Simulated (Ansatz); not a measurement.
# Geometry relaxation of C2H6O (part 1 of 2)

C2H6O (disordered cell, 36 atoms in the cell), computed with DFT PBE-D3(BJ), scalar-relativistic, plane waves, PAW, no spin polarisation (Ansatz 0.2.0).

It belongs to a series of runs on one base structure; here: start relaxed. Figures and captions count atoms from 1; the log counts them from 0 in places.

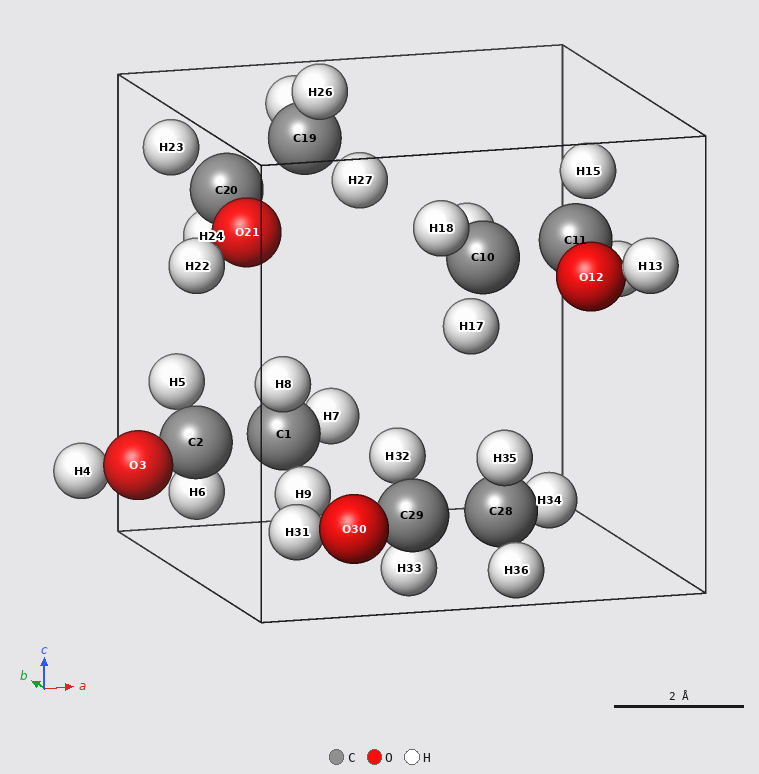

Figure 1. The input geometry (spheres-only view of the cell of the calculation, seen slightly off an axis; atoms are numbered from 1 in the order of the input).

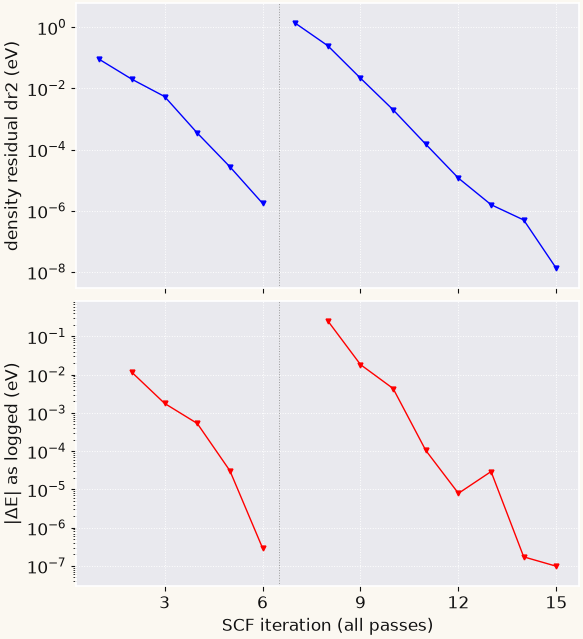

Figure 2. Convergence of the self-consistent field: density residual dr2 and size of the energy change against the SCF iteration. The dotted lines part the SCF passes of the relaxation: geometry steps, rejected trials and re-solves on a re-selected basis. The passes take 6 and 9 iterations.

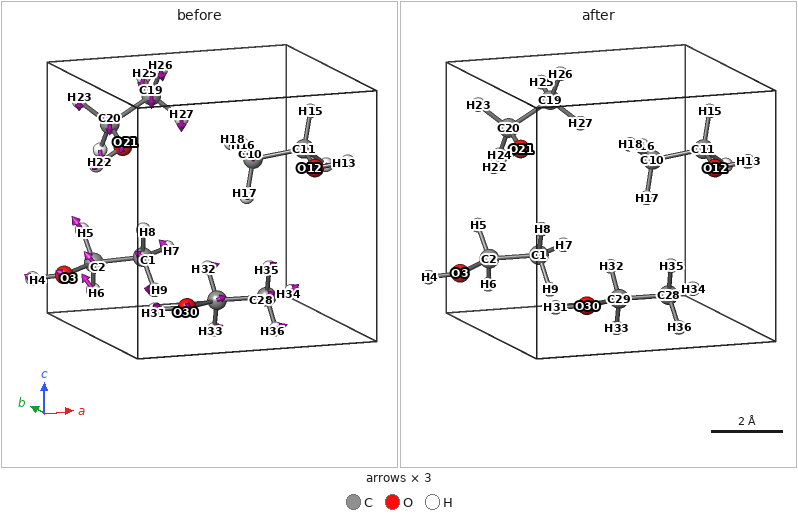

Figure 3. Before (left) and after (right) the relaxation, at one scale (ball-and-stick view of the cell of the calculation, seen slightly off an axis). The pink arrows give the displacements, magnified 3 times. The atom that moves furthest is H6 (0.19 Å). Largest moves by element: H 0.19 Å, C 0.15 Å, O 0.10 Å. The cell stays as it was. Distances before and after: C20–H23 1.099 → 1.105 Å, C11–H14 1.099 → 1.104 Å. Among the angles that change: C28–C29–O30 107.1° → 110.1°. The energy falls by 0.268 eV per cell of the calculation in 1 geometry step. The largest force component goes from 0.51 to 0.17 eV/Å. (Atoms are counted from 1 in the order of the input.)

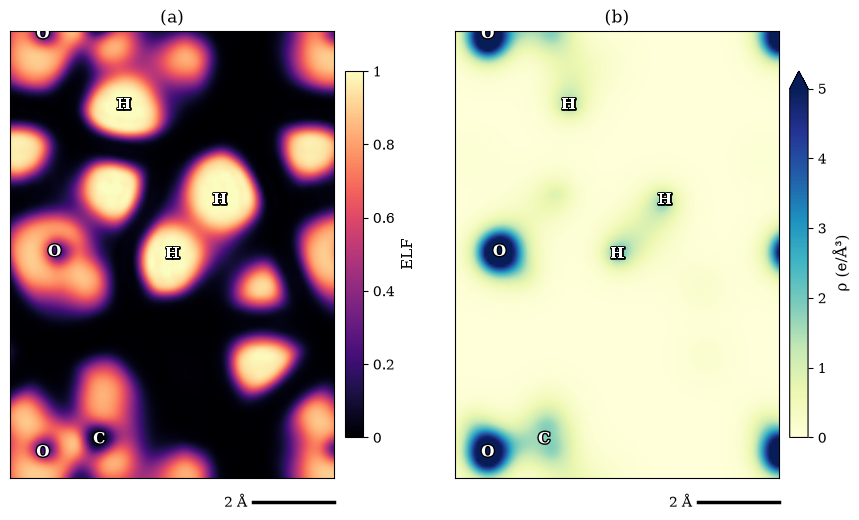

Figure 4. (a) electron localisation function; (b) valence electron density on the (101̄) plane of the calculation cell. Atoms in the plane: H, C and O. C–O (1.43 Å): ρ is about 2 e/Å³ halfway; the ELF peaks at about 0.90 between the atoms, which marks a polar covalent bond. The density dies away to nearly zero in the voids. Core electrons are frozen (PAW), so the fields are smoothed inside the atomic spheres.

The input that produced these results follows, with the program's output.

## The input
```yaml
accuracy: low
crystal:
  lattice:
    - [7.293633, 0.0, 0.0]
    - [0.0, 7.293633, 0.0]
    - [0.0, 0.0, 7.293633]
  atoms:
    - { symbol: C, position: [0.2163401, 0.5144074, 0.2969294] }
    - { symbol: C, position: [0.0615314, 0.6475842, 0.2612994] }
    - { symbol: O, position: [-0.1021329, 0.5420074, 0.2429165] }
    - { symbol: H, position: [-0.2024324, 0.6265577, 0.2199678] }
    - { symbol: H, position: [0.0499912, 0.7454594, 0.3753312] }
    - { symbol: H, position: [0.0889584, 0.7267251, 0.1359979] }
    - { symbol: H, position: [0.3463971, 0.5873229, 0.3123971] }
    - { symbol: H, position: [0.1893764, 0.4367804, 0.4220413] }
    - { symbol: H, position: [0.2282974, 0.4180683, 0.1829918] }
    - { symbol: C, position: [0.5913848, 0.2873479, 0.7035729] }
    - { symbol: C, position: [0.7683763, 0.1896924, 0.7494935] }
    - { symbol: O, position: [0.7415987, 0.0001083, 0.7093537] }
    - { symbol: H, position: [0.8547648, -0.0637697, 0.7384811] }
    - { symbol: H, position: [0.8816811, 0.2465485, 0.6679741] }
    - { symbol: H, position: [0.8024544, 0.2096841, 0.8949411] }
    - { symbol: H, position: [0.6031297, 0.4341536, 0.7315171] }
    - { symbol: H, position: [0.5584092, 0.2682793, 0.5588146] }
    - { symbol: H, position: [0.4792764, 0.2314586, 0.7855124] }
    - { symbol: C, position: [0.3285631, 0.7158376, 0.8961356] }
    - { symbol: C, position: [0.1466293, 0.6960034, 0.7987807] }
    - { symbol: O, position: [0.1309292, 0.508955, 0.7436735] }
    - { symbol: H, position: [0.0142988, 0.4949357, 0.6809345] }
    - { symbol: H, position: [0.0339023, 0.7346303, 0.8910661] }
    - { symbol: H, position: [0.1413127, 0.7879518, 0.6794776] }
    - { symbol: H, position: [0.3489129, 0.857074, 0.9420583] }
    - { symbol: H, position: [0.3330958, 0.6252606, 1.0152206] }
    - { symbol: H, position: [0.4403788, 0.6785188, 0.803883] }
    - { symbol: C, position: [0.541076, 0.0047368, 0.2094488] }
    - { symbol: C, position: [0.3841131, 0.1374386, 0.1825379] }
    - { symbol: O, position: [0.2190424, 0.0324685, 0.1843584] }
    - { symbol: H, position: [0.1173534, 0.1167188, 0.1671361] }
    - { symbol: H, position: [0.3837251, 0.240376, 0.2926276] }
    - { symbol: H, position: [0.3999351, 0.2107078, 0.0517814] }
    - { symbol: H, position: [0.6722894, 0.0772196, 0.2093515] }
    - { symbol: H, position: [0.5257033, -0.0670322, 0.3399052] }
    - { symbol: H, position: [0.5418941, -0.0966652, 0.0993446] }
basis:
  ecutwfc: 420.0
kpoints:
  mp_grid: { grid: [1, 1, 1] }
hamiltonian:
  xc: pbe
  dispersion: d3bj
scf:
  occupations: { method: fermi_dirac, width: 0.02 }
  lower_state_search: "off"
relax:
  f_tol: 0.3
  max_steps: 15
  adjacent_minimum: "off"
output:
  write_density: true
  write_potential: true
  elf: true
  volumetric_format: npy
```

Launched with:
```bash
ansatz run input.yaml --threads 1 --pin off --max-ram 3072MiB --backend cpu --events-out ev --progress --plain --runs-dir out
```

## What the program printed
```
Engine: ansatz 0.2.0, x86_64-unknown-linux-gnu
Pseudopotentials: kind: paw
Pseudopotential: C, paw, valence charge 4, recommended cutoff 420 eV (normal), C.paw.azcp
Pseudopotential: O, paw, valence charge 6, recommended cutoff 420 eV (normal), O.paw.azcp
Pseudopotential: H, paw, valence charge 1, recommended cutoff 420 eV (normal), H.paw.azcp
Functional definition: PBE
  parameter kappa = 0.804
  parameter beta = 0.06672455060314922
  exchange = pbe_x(kappa = kappa, mu = beta*pi^2/3)
  correlation = pbe_c(beta = beta)
Crystal: 36 atoms, lattice volume = 388.000 Å³
Basis set: ecut = 420 eV, 7521 PW (Γ), exchange–correlation on 100×100×100 points (8 copies of the dense FFT grid, shifted against one another)
Bands: 76, of which v1, the nominal top of the filled ones, is band 40 counted from 1 (39 counted from 0)
Symmetry: 1 space group operations
Space group: P1 (ITA 1), of the structure as read, at distance tolerance 7.3e-5 Å
k-points: 1
Non-local potential: C, projectors of the file, l = 0: 2, l = 1: 2, l = 2: 1
Non-local potential: O, projectors of the file, l = 0: 2, l = 1: 2, l = 2: 1
Non-local potential: H, projectors of the file, l = 0: 2, l = 1: 1
PAW form: soft (Blöchl's): semilocal exchange-correlation on the pseudo side does not see the compensation charge
PAW one-centre angular grid: C, 110 points (default); XC on 64 Gauss nodes
PAW one-centre angular grid: O, 110 points (default); XC on 64 Gauss nodes
PAW one-centre angular grid: H, 110 points (default); XC on 64 Gauss nodes
Initial density: superposition of atomic densities (neutral atoms: chi_scale 0, normalization atom), corrected by the library's trained network
Initial wavefunctions: pseudopotential atomic-orbital guess
Functional: x = pbe(κ = 0.804, μ = 0.2195149727645171), c = pbe(β = 0.06672455060314922)
SCF iter   1: F=—  HF=-4661.874507 eV  |F-HF|=—  |Δ(HF+E_count)|=         —  Δρ=4.06e-3  dr2=8.88e-2  ethr=1.77e-3  ⟨swp⟩=6.0  Hψ=355  notcnv=0  defer=4
preconditioner: auto → Resta (q_TF=auto, 2.097 Å⁻¹)  ε∞=2.1  [insulator: Δε(μ)=4.612 eV  Ē_g=16.033 eV  σ=0.020 eV  W_gap=1.00  n_scr=56 (ndim 8)  ℏωp=16.9 eV  f_vac=0.290  D(μ)=0.00/eV (n_scr^D=0)  ε∞_Penn≈2.1]
SCF iter   2: F=—  HF=-4661.863002 eV  |F-HF|=—  |Δ(HF+E_count)|=   1.15e-2  Δρ=2.15e-3  dr2=1.98e-2  ethr=1.11e-4  ⟨swp⟩=3.0  Hψ=135  notcnv=0  defer=29
SCF iter   3: F=—  HF=-4661.864784 eV  |F-HF|=—  |Δ(HF+E_count)|=   1.78e-3  Δρ=1.08e-3  dr2=5.40e-3  ethr=2.48e-5  ⟨swp⟩=2.0  Hψ=94  notcnv=0  defer=29
SCF iter   4: F=—  HF=-4661.864252 eV  |F-HF|=—  |Δ(HF+E_count)|=   5.32e-4  Δρ=2.76e-4  dr2=3.47e-4  ethr=6.75e-6  ⟨swp⟩=2.0  Hψ=94  notcnv=0  defer=29
iter 5 did not close the SCF: its close was put off for the readings that it lacked (scf_convergence_deferred on its scf_iter line)
SCF iter   5: F=-4661.864278 eV  HF=-4661.864283 eV  |F-HF|=4.80e-6  |Δ(HF+E_count)|=   3.09e-5  Δρ=7.92e-5  dr2=2.73e-5  ethr=4.33e-7  ⟨swp⟩=2.0  Hψ=82  notcnv=0  defer=29
SCF iter   6: F=-4661.864283 eV  HF=-4661.864283 eV  |F-HF|=2.55e-7  |Δ(HF+E_count)|=   2.95e-7  Δρ=2.30e-5  dr2=1.74e-6  ethr=3.41e-8  ⟨swp⟩=8.0  Hψ=419  notcnv=0
SCF 1 converged in 6 iterations: F = -4661.864283 eV  dr2 = 1.74e-6
  greatest PAW one-centre occupation: 0.866 electrons in one spin orbital (limit 2), on the O atom at site 20 (counted from 0), in its partial waves of l = 0
relax step   1: F+E_penalty+E_count = -4661.86428256 eV  Δ(F+E_penalty+E_count) = +0.000e0 eV  max|allowed force component| = 5.090e-1 eV/Å  Δτ_max = 0.0000 Å  (6 SCF iters, dr2 threshold 1.00e-4 eV, accepted)
Initial density: handed on by an earlier stage of this run
Initial wavefunctions: those handed on with the density
iter 1 solved again at ethr=1.62e-3 eV; its pass at ethr=3.10e-3 eV (dr2=1.30e0 eV) is discarded
SCF iter   1: F=—  HF=-4662.410268 eV  |F-HF|=—  |Δ(HF+E_count)|=         —  Δρ=2.75e-2  dr2=1.36e0  ethr=1.62e-3  ⟨swp⟩=1.0  Hψ=291  notcnv=0  defer=21
preconditioner: auto → Resta (q_TF=auto, 2.097 Å⁻¹)  ε∞=2.1  [insulator: Δε(μ)=4.616 eV  Ē_g=15.950 eV  σ=0.020 eV  W_gap=1.00  n_scr=56 (ndim 8)  ℏωp=16.9 eV  f_vac=0.288  D(μ)=0.00/eV (n_scr^D=0)  ε∞_Penn≈2.1]
SCF iter   2: F=—  HF=-4662.155384 eV  |F-HF|=—  |Δ(HF+E_count)|=   2.55e-1  Δρ=1.28e-2  dr2=2.47e-1  ethr=1.62e-3  ⟨swp⟩=2.0  Hψ=75  notcnv=0  defer=21
SCF iter   3: F=—  HF=-4662.136943 eV  |F-HF|=—  |Δ(HF+E_count)|=   1.84e-2  Δρ=2.86e-3  dr2=2.15e-2  ethr=3.09e-4  ⟨swp⟩=2.0  Hψ=90  notcnv=0  defer=29
SCF iter   4: F=—  HF=-4662.132597 eV  |F-HF|=—  |Δ(HF+E_count)|=   4.35e-3  Δρ=9.02e-4  dr2=1.99e-3  ethr=2.68e-5  ⟨swp⟩=2.0  Hψ=133  notcnv=0  defer=29
SCF iter   5: F=—  HF=-4662.132492 eV  |F-HF|=—  |Δ(HF+E_count)|=   1.05e-4  Δρ=2.04e-4  dr2=1.49e-4  ethr=2.49e-6  ⟨swp⟩=2.0  Hψ=84  notcnv=0  defer=29
SCF iter   6: F=—  HF=-4662.132500 eV  |F-HF|=—  |Δ(HF+E_count)|=   7.92e-6  Δρ=4.77e-5  dr2=1.16e-5  ethr=1.86e-7  ⟨swp⟩=2.0  Hψ=79  notcnv=0  defer=29
SCF iter   7: F=—  HF=-4662.132529 eV  |F-HF|=—  |Δ(HF+E_count)|=   2.94e-5  Δρ=2.09e-5  dr2=1.57e-6  ethr=1.45e-8  ⟨swp⟩=2.0  Hψ=84  notcnv=0  defer=29
SCF iter   8: F=—  HF=-4662.132529 eV  |F-HF|=—  |Δ(HF+E_count)|=   1.73e-7  Δρ=1.31e-5  dr2=4.96e-7  ethr=1.97e-9  ⟨swp⟩=2.0  Hψ=87  notcnv=0  defer=29
SCF iter   9: F=-4662.132529 eV  HF=-4662.132529 eV  |F-HF|=1.38e-10  |Δ(HF+E_count)|=   9.83e-8  Δρ=1.91e-6  dr2=1.29e-8  ethr=1.25e-10  ⟨swp⟩=7.0  Hψ=379  notcnv=0
SCF 2 converged in 9 iterations: F = -4662.132529 eV  dr2 = 1.29e-8
```
